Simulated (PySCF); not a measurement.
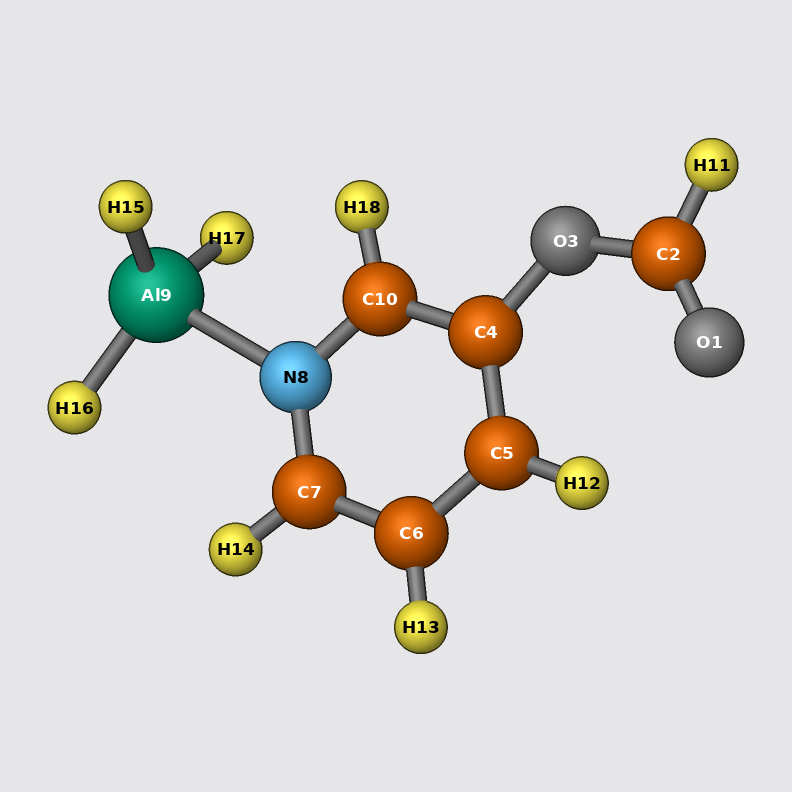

The geometry was computed by an optimisation with GFN2-xTB. No frequency run is at hand to confirm it as a minimum. Level of theory: GIAO PBE0/pcSseg-1 NMR shielding, non-relativistic, gas phase (PySCF 2.14.0). Principal shieldings σ11 ≤ σ22 ≤ σ33, span Ω = σ33 − σ11, skew κ = 3(σiso − σ22)/Ω.

Give the shielding tensors of the Al atoms.

```tsv
atom	σ11	σ22	σ33	σiso	Ω	κ
Al9	387.1	414.2	442.6	414.6	55.5	0.02
```

Shieldings and span in ppm.

The geometry is semi-empirical. Around Al such bond lengths and angles can be off by a tenth of an ångström or more and by several degrees, and values that hang on the shape move with them.
